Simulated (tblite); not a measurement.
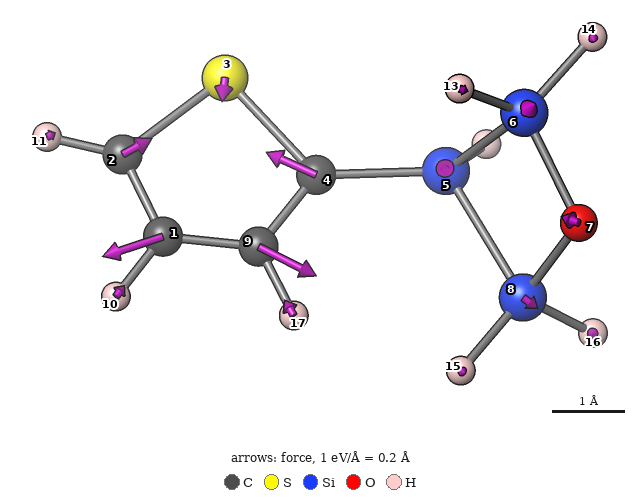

Starting geometry of C₄H₈OSSi₃ with the computed forces as purple arrows. A ball-and-stick model, seen face on.

Theory: tblite, GFN2-xTB geometry optimisation, gas phase. 

Q: Is this structure relaxed? If not, where do the atoms go?

A: It isn't relaxed: the largest force vector, on a C atom, is 4.64 eV/Å. The final displacements have little in common with the starting forces (cosine between the two patterns 0.14). The energy falls by 35.5 kcal/mol in 164 geometry steps. An H atom moves most after the best rigid fit: 1.29 Å. By element the largest moves are H 1.29 Å, S 1.07 Å, C 0.61 Å, Si 0.44 Å, O 0.29 Å. Near-neighbour distances that change, for instance: C–S 1.910 → 1.734 Å, Si–Si 2.215 → 2.348 Å, C–S 1.847 → 1.718 Å, Si–Si 2.238 → 2.349 Å. Bond angles that change, for instance: Si–Si–H 108.6° → 121.2°, Si–O–Si 105.1° → 116.1°, C–Si–H 116.1° → 105.4°. Groups turn about C–Si by about 50°.
